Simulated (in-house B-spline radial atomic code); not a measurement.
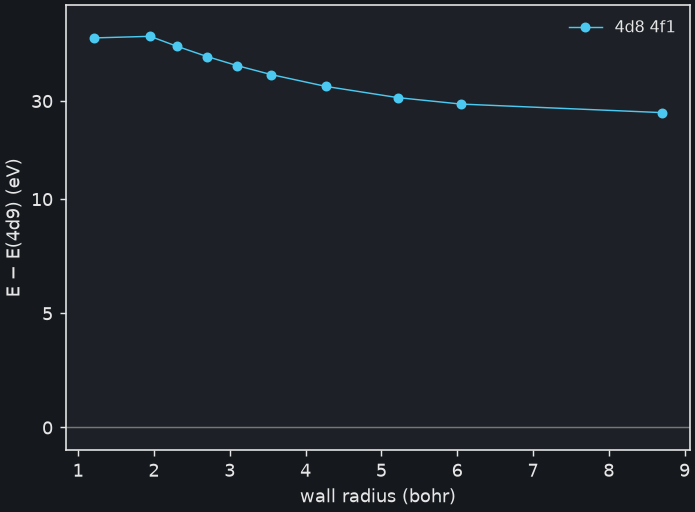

The Ag²⁺ ion; electrons: [Kr] 4d9 (high spin). It is put inside a hard spherical wall of varying radius. Theory: scalar-relativistic (spin-free one-electron X2C) Hartree-Fock, spin-polarised, average of configuration, Fermi nucleus, hard spherical wall, basis-set limit (computed with an in-house B-spline radial code). The plot shows the energy of another filling against the starting one at the same radius, on a scale that is linear within ±10 eV and logarithmic beyond.

Which of the fillings is lower at each radius?

Against 4d9: 4d8 4f1 lies 26.4 eV above it at 8.7 bohr and never crosses it, ending at 60.8 eV at 1.21 bohr. At the tightest wall the lowest of the fillings run is 4d9; others weren't tried.
